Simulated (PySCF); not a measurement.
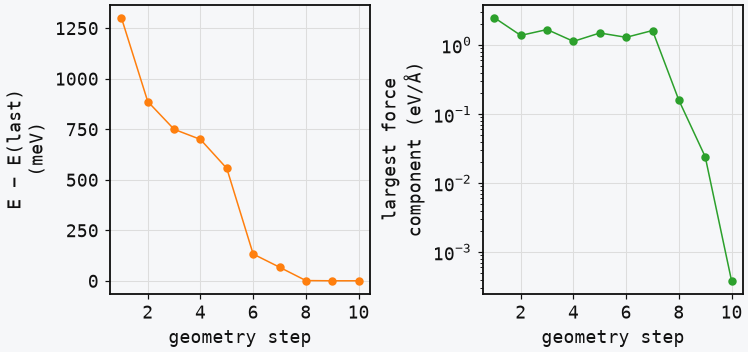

History of a geometry optimisation. The run: Co2S2 molecule, by RKS-based B3LYP, Co def2-SVP, S def2-SVP; non-relativistic Hamiltonian; density fitting (PySCF). The start has point group D∞h, which is kept. A held symmetry can leave a saddle point.

The optimisation met its thresholds at geometry 10, counting the start as the first. The energy fell by about 1300 meV from the first step to the last. The largest force component goes from about 2.5 eV/Å at the start to 4 × 10⁻⁴ eV/Å at the end.
